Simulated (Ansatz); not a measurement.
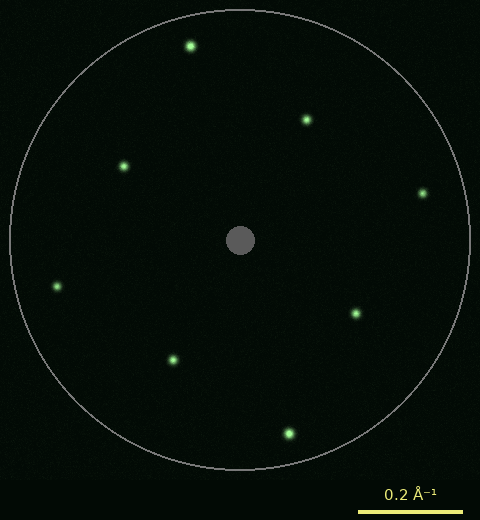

Simulated LEED pattern at 45 eV and normal incidence, from the upper face of a slab model. Spot positions follow from the surface net; brightness is a rough single-scattering estimate from the outer layers, good only for telling present from absent.

**What surface net do the spots show?**

The spots form a centred rectangular reciprocal net with shortest vectors 0.267 and 0.267 Å⁻¹ at 86.7°. The primitive real-space mesh has edges 3.76 and 3.76 Å at 86.7° (or its supplement) and area 14.1 Å².

The slab has composition AlH2Cl (8 atoms a cell, 7.7 Å thick). Structure: the geometry relaxed with DFT PBE, scalar-relativistic, plane waves, PAW (Ansatz); the starting structure was generated, so it need not be a known form of this composition.

**Which atoms form the outermost layer?**

The highest atoms of the upper face (within 0.6 Å of the top) are H; the spot positions alone do not show this.
